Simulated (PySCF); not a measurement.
# Mo⁺: dipole response in aug-cc-pwCVTZ-PP with ECP28

How polarisable is Mo⁺ at the levels listed below?

Method: unrestricted determinants in a Gaussian basis, no spin-orbit coupling in the energies. Code: PySCF 2.14.0.

### Step 1. The system

```
Element     : molybdenum (Z = 42)
Basis       : aug-cc-pwCVTZ-PP with ECP28MDF
Hamiltonian : a scalar-relativistic core potential
State 1     : Mo⁺: [Kr] 4d5, high-spin 6S determinant
Methods     : UHF, PBE
```

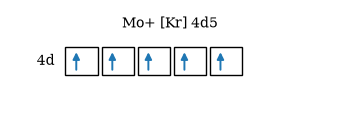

Outer shells as boxes.

One driver process ran all states and methods and kept the integrals in memory. Each run is shown as a PySCF script that sums up its settings (the driver passes frozen orbitals as a list and adds second-order terms of double hybrids); the logs are those of the runs themselves. The driver starts from symmetry-adapted Hartree-Fock orbitals, holds the occupation by maximum overlap and uses a logarithmic radial grid for functionals, so a plain start would take other cycles.

The integrals over 122 functions and the set-up took 1.8 s of CPU time.

### Step 2. Mo⁺, method by method

Level: UHF.

input.py

```python
from pyscf import gto, scf, dft, mp, cc
import basis_set_exchange as bse
txt = bse.get_basis("aug-cc-pwCVTZ-PP", elements=["Mo"], fmt="nwchem", header=False)
cut = txt.index("\nECP")
mol = gto.M(atom="Mo 0 0 0", charge=1, spin=5, symmetry="D2h",
            basis=gto.basis.parse(txt[:cut]),
            ecp={"Mo": gto.basis.parse_ecp(txt[cut:])})
mf = scf.UHF(mol)
mf.irrep_nelec = {'Ag': (3, 1), 'B1g': (1, 0), 'B2g': (1, 0), 'B3g': (1, 0), 'B1u': (1, 1), 'B2u': (1, 1), 'B3u': (1, 1)}
mf.kernel()
```

The log of the run:

```text
damping factor = 0
level_shift factor = 0
DIIS = <class 'pyscf.scf.diis.CDIIS'>
diis_start_cycle = 1
diis_space = 10
diis_damp = 0
SCF conv_tol = 1e-09
SCF conv_tol_grad = None
number electrons alpha = 9  beta = 4
cycle= 1 E= -67.1158797987514  delta_E= -8.68e-10  |g|= 1.05e-05  |ddm|= 3.92e-05
converged SCF energy = -67.1158797987514  <S^2> = 8.752177  2S+1 = 6.0007256
```

It used 23 s of CPU time after the integrals (shared host).

The occupied shells:

| shell | electrons | mean orbital energy (eV) | spread (eV) | rms radius (bohr) |
| --- | --- | --- | --- | --- |
| 4s α | 1 | -88.913 | 0 | 1.20 |
| 4s β | 1 | -82.401 | 0 | 1.20 |
| 4p α | 3 | -59.042 | 0 | 1.34 |
| 4p β | 3 | -50.296 | 0 | 1.34 |
| 4d α | 5 | -16.352 | 0 | 2.01 |

⟨S²⟩ = 8.752, ⟨L²⟩ = 0.00.

The driver then solved the coupled dipole response at imaginary frequencies: mean α = 18.04 bohr³, C₆ = 115.1 au for a like pair.

Energies and moments cover only the electrons outside the core potential.

Level: PBE.

input.py differs from the last one in:

```diff
@@ -7,3 +7,3 @@
             ecp={"Mo": gto.basis.parse_ecp(txt[cut:])})
-mf = scf.UHF(mol)
+mf = dft.UKS(mol, xc="PBE")
 mf.irrep_nelec = {'Ag': (3, 1), 'B1g': (1, 0), 'B2g': (1, 0), 'B3g': (1, 0), 'B1u': (1, 1), 'B2u': (1, 1), 'B3u': (1, 1)}
```

The log of the run:

```text
damping factor = 0
level_shift factor = 0
DIIS = <class 'pyscf.scf.diis.CDIIS'>
diis_start_cycle = 1
diis_space = 10
diis_damp = 0
SCF conv_tol = 1e-09
SCF conv_tol_grad = None
number electrons alpha = 9  beta = 4
XC functionals = PBE
    J. P. Perdew, K. Burke, and M. Ernzerhof.,  Phys. Rev. Lett. 77, 3865 (1996)
    J. P. Perdew, K. Burke, and M. Ernzerhof.,  Phys. Rev. Lett. 78, 1396 (1997)
    J. P. Perdew, K. Burke, and M. Ernzerhof.,  Phys. Rev. Lett. 77, 3865 (1996)
    J. P. Perdew, K. Burke, and M. Ernzerhof.,  Phys. Rev. Lett. 78, 1396 (1997)
cycle= 1 E= -67.6186691719492  delta_E= -0.0046  |g|= 0.0344  |ddm|= 0.227
cycle= 2 E= -67.6186021311222  delta_E= 6.7e-05  |g|= 0.0421  |ddm|= 0.0812
cycle= 3 E= -67.6192776742178  delta_E= -0.000676  |g|= 0.00243  |ddm|= 0.0359
cycle= 4 E= -67.6192807538915  delta_E= -3.08e-06  |g|= 0.000122  |ddm|= 0.00284
cycle= 5 E= -67.6192807601426  delta_E= -6.25e-09  |g|= 8.05e-07  |ddm|= 0.000182
cycle= 6 E= -67.6192807601428  delta_E= -1.99e-13  |g|= 2.46e-08  |ddm|= 2.33e-06
converged SCF energy = -67.6192807601428  <S^2> = 8.7504232  2S+1 = 6.000141
```

CPU time 14 s on a shared host, the integrals not counted.

The driver then solved the coupled dipole response at imaginary frequencies: mean α = 22.35 bohr³, C₆ = 146.4 au for a like pair.

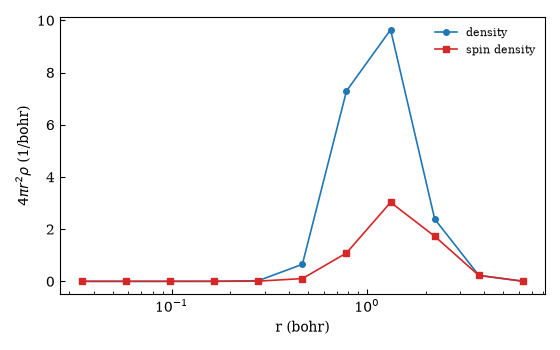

Radial density 4πr²ρ of Mo⁺ at UHF, the electrons outside the core potential, at 11 stored radii joined by straight lines.

### Step 3. Polarisabilities and C₆

Mo⁺, in atomic units:

| method | mean α | C₆ (like pair) | S(−4) |
| --- | --- | --- | --- |
| UHF | 18.04 | 115.1 | 173.9 |
| PBE | 22.35 | 146.4 | 321.7 |

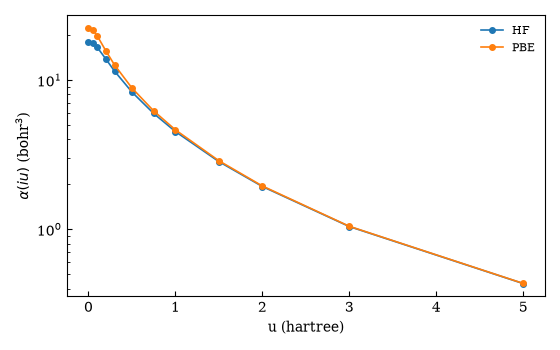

α(iu) of Mo⁺, the polarisability at imaginary frequency, on a logarithmic scale.

### Step 4. Results

| quantity | value |
| --- | --- |
| α of Mo⁺ | 18.04 (UHF) to 22.35 (PBE) bohr³ |

What this shows: A single London oscillator with the computed α and C₆ of Mo⁺ at UHF would have ω = 4 C₆ / (3 α²) = 0.472 hartree. The basis is finite, and no extrapolation was made.
